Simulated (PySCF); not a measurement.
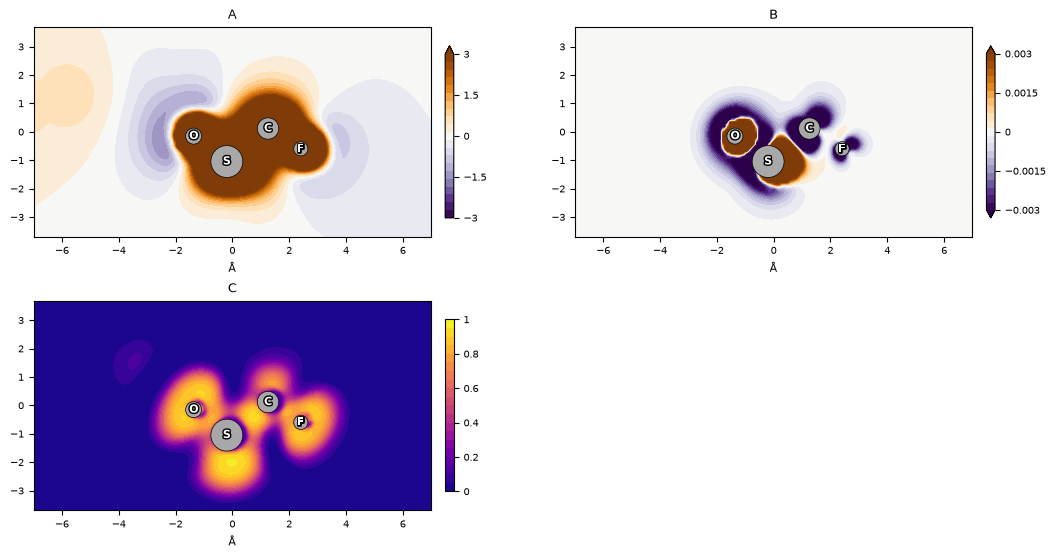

C4H3FNOS (doublet): 3 fields on the plane of atoms S5, C7 and F8, with unlabelled colour scales. Grey discs cover the atomic cores.

Geometry: GFN2-xTB; at this geometry the atoms fall into two loosely joined parts.

The calculation used UKS B3LYP, pcH-1 on C F H N O S, non-relativistic, mean-field spin-orbit, GIAO (PySCF).

**The panels show electron localisation function, electrostatic potential and spin density in some order. Assign them.**

Panel A: electrostatic potential (strongly positive close to the atoms, with negative regions outside electron-rich atoms). Panel B: spin density (confined to the atoms that carry the unpaired spin). Panel C: electron localisation function. From the grid: C–F (1.36 Å): the ELF peaks at about 0.80 between the atoms, as expected for a polar covalent bond. S–O (1.47 Å): the ELF peaks at about 0.80 between the atoms: a polar covalent bond.
